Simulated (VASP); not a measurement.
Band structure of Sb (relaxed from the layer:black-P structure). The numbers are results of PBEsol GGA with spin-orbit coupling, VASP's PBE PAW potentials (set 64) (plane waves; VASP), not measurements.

The cell holds a wide vacuum, so values per volume refer to the whole cell.

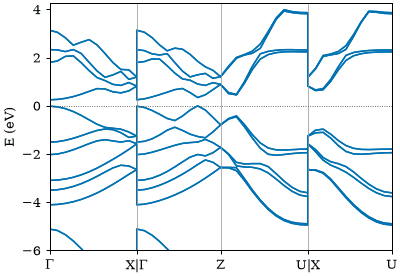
Figure: Bands along high-symmetry lines, zero at the valence-band maximum or, without a gap, the Fermi level

Read the plot: is there a gap, and where are the band edges?

The gap is indirect, 0.25 eV, from the valence maximum at Γ-Z at 0.73 to the conduction minimum at Γ.

The cell is a sheet with vacuum, built from a generated structure.
